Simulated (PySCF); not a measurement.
**C₄H₉AlO (SMILES C[O+]1CC=[CH][AlH2-]1): density, localisation and related maps**

Input

```
{"job": {"kind": "uv", "xc": "B3LYP", "basis": "def2-SVPD", "nstates": 8, "ntriplets": 3}, "charge": 0, "multiplicity": 1}
C      1.887223     0.178358    -0.352379
O      0.513736     0.112369    -0.069370
C     -0.138931    -1.082542    -0.453828
C     -1.582622    -0.944478    -0.061668
C     -2.003029     0.174360     0.534428
Al    -0.478194     1.471240     0.765253
H      2.434513    -0.612778     0.169049
H      2.071046     0.101021    -1.428012
H      2.224667     1.151025     0.004988
H      0.325498    -1.942428     0.050726
H     -0.038995    -1.231728    -1.539030
H     -2.197334    -1.806023    -0.307419
H     -3.063314     0.193994     0.783869
H     -0.252024     2.649210    -0.241110
H      0.293346     1.596388     2.122590
```

Launched as:

```sh
OMP_NUM_THREADS=1 python probes_run.py task.json out
```

Geometry: GFN2-xTB.

The calculation used B3LYP/def2-SVPD, SCF density, gas phase (PySCF).

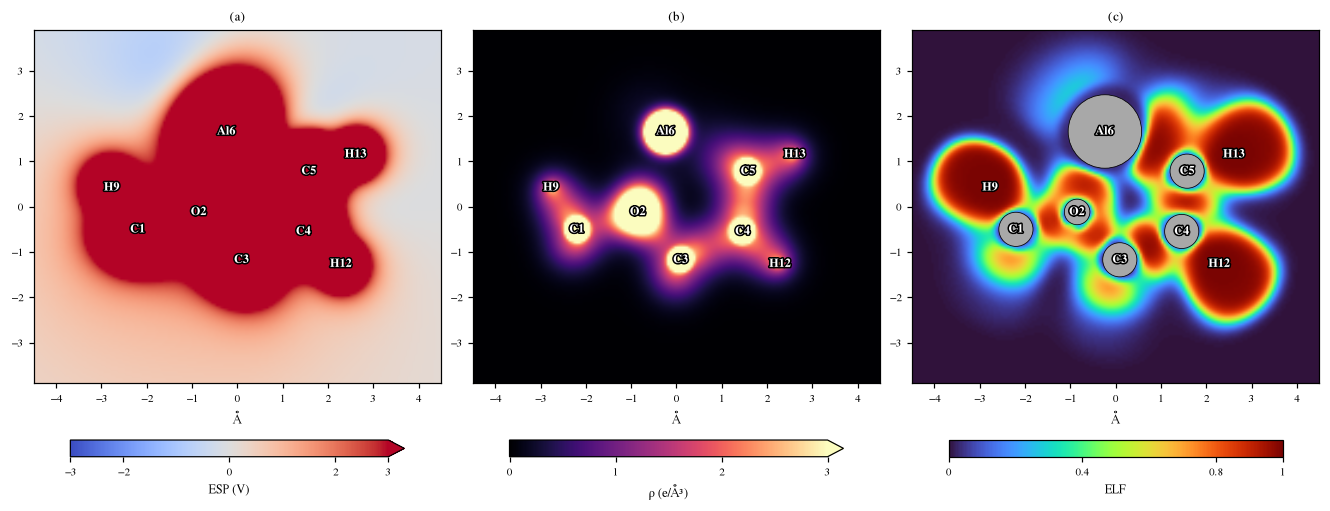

Figure 1. (a) molecular electrostatic potential; (b) electron density; (c) ELF on the plane of atoms C1, O2 and C3. Grey discs cover the atomic cores in the ELF map.

Q: What does the map show?

A: The plane passes through C, O, Al and H nuclei.
C–C (1.34 Å): ρ is about 2.3 e/Å³ halfway; the ELF peaks at about 0.90 between the atoms: a multiple bond.
C–O (1.40 Å): the density is about 2.1 e/Å³ at the midpoint, with its minimum of 1.7 e/Å³ about 0.5 Å from C; the ELF peaks at about 0.90 between the atoms: a shared but strongly polarised pair.
Al–O (1.88 Å): ρ at the midpoint is about 0.53 e/Å³; the ELF peaks at about 0.90 in the valence shell of O, 0.6 Å from its nucleus, and is about 0.40 at the midpoint.
C–Al (2.02 Å): the density is about 0.65 e/Å³ at the midpoint; the ELF peaks at about 0.95 between the atoms (a shared but strongly polarised pair).
C–H (1.09 Å): ρ is about 2 e/Å³ halfway; the ELF climbs to about 1 towards the hydrogen, as it does in any bond to H; an ordinary covalent bond to hydrogen.
Outside the dense part of the molecule the potential is most negative (−0.7 V) near H15, which lies off the plane.

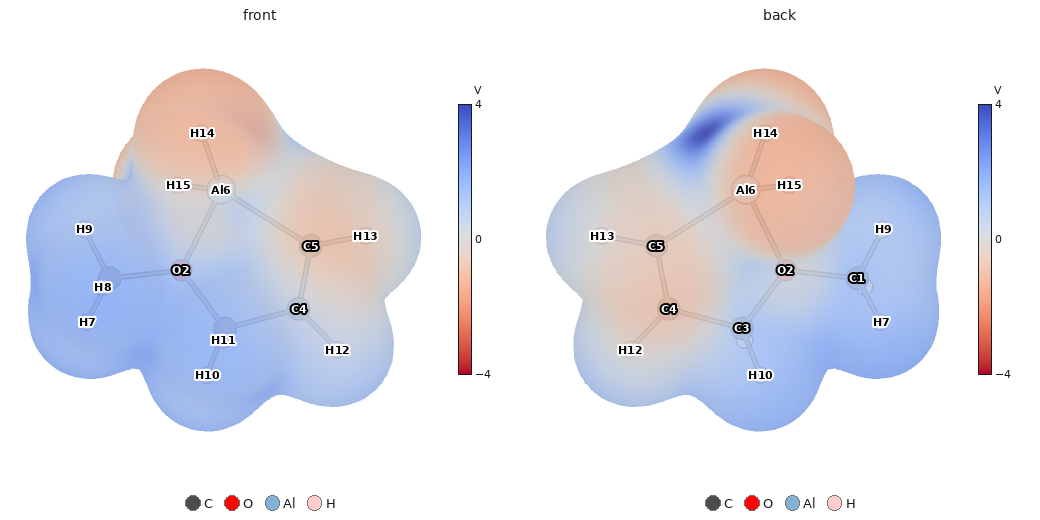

Figure 2. The electrostatic potential painted on the density surface at 0.004 e/bohr³, seen from the front and from behind; red is negative and blue positive.

Q: Which sites attract a positive test charge, and which a negative one?

A: A positive charge is drawn to the negative regions and a negative charge to the positive ones. The most negative region (about −1.3 V) lies over H14 and H15, the most positive (about +3.2 V) over Al6.
